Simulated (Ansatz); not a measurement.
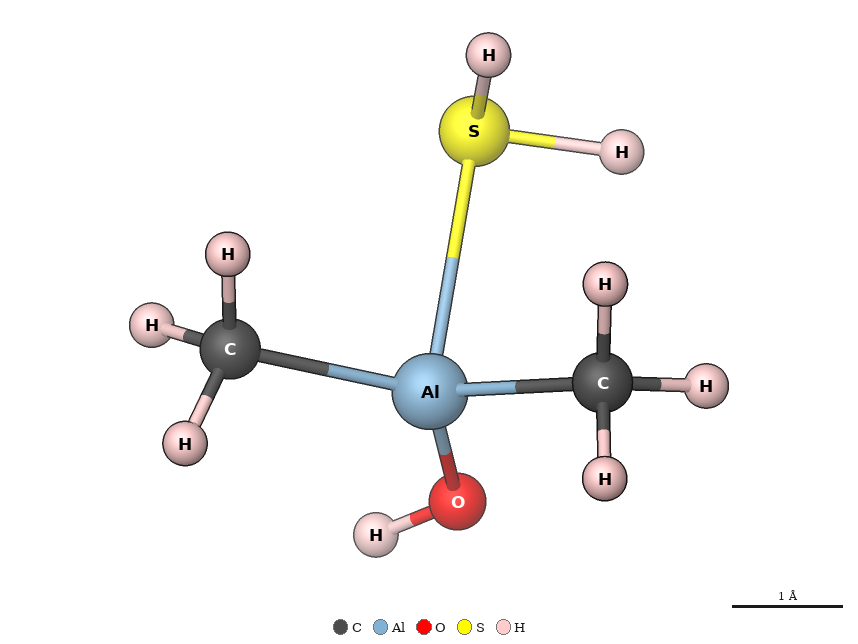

Distant atoms are faded towards the background colour. The geometry was computed by an optimisation with PBE-D4/def2-SVP. No frequency run is at hand to confirm it as a minimum. Masses are those of the most abundant isotopes; constants are for the rigid equilibrium geometry.

What kind of rotor is it, and what are its rotational constants in GHz?

Answer. An asymmetric top (C1): A = 2.70, B = 1.83, C = 1.72 GHz. Ray's parameter κ is −0.79, nearer the prolate limit.
